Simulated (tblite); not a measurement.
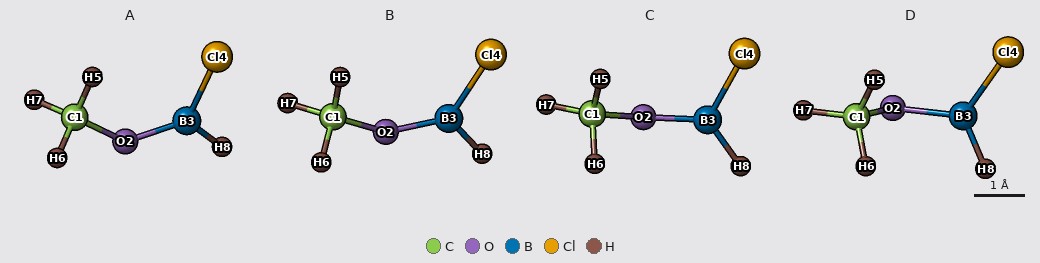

4 geometries from one relaxation of CH$_{4}$BClO, in shuffled order. A ball-and-stick model, seen at a tilt.

All numbers below come from GFN2-xTB geometry optimisation, gas phase (tblite 0.8.0). 

Order the frames from highest to lowest energy.

Answer. D, C, B, A. They are steps 0, 10, 15, 38, at +128.7 kJ/mol, +62.7 kJ/mol, +19.1 kJ/mol relative to the last. The atom that moves furthest after the best rigid fit is H8 (0.91 Å). Largest moves by element: H 0.91 Å, O 0.85 Å, Cl 0.25 Å, C 0.13 Å, B 0.12 Å. Among the contacts that change: O2–B3 1.478 → 1.315 Å, B3–Cl4 1.844 → 1.739 Å, C1–O2 1.390 → 1.413 Å, C1–H5 1.101 → 1.092 Å. Among the angles between lasting bonds that change: C1–O2–B3 106.6° → 127.2°, O2–C1–H5 107.0° → 111.5°. Groups turn about O2–B3 by about 85°, C1–O2 by about 60°. Over 38 geometry steps the energy falls by 128.7 kJ/mol.
